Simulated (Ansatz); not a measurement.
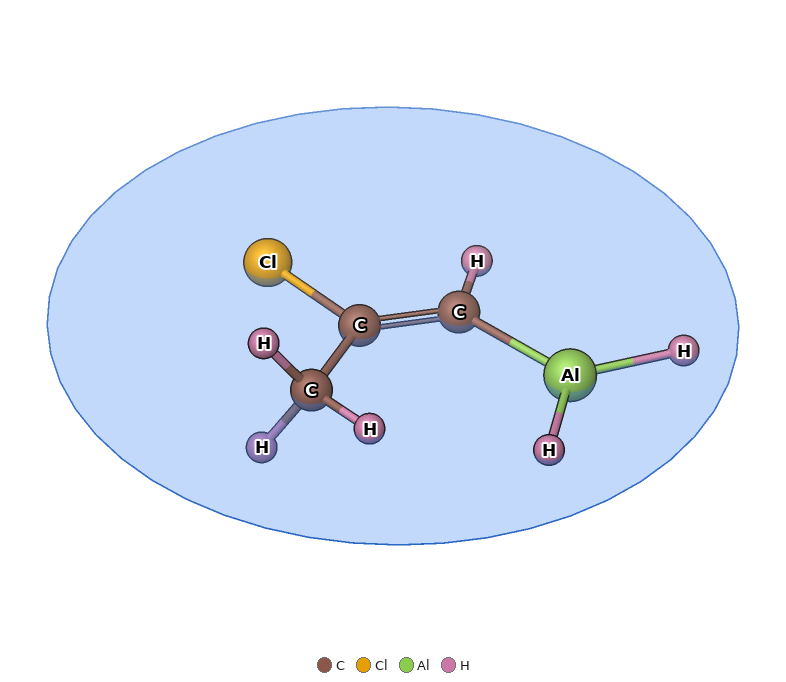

All proper rotation axes (lines) and mirror planes (discs) of the structure are drawn in. Atoms fade into the background with distance from the viewer. The computed structure is the end point of a PBE0-D4/def2-TZVP optimisation. No frequency run is at hand to confirm it as a minimum.

### Name the symmetry elements and the point group.

It has 1 mirror plane. Point group Cs. The group has 2 operations. The geometry is achiral, and symmetry allows a dipole moment.
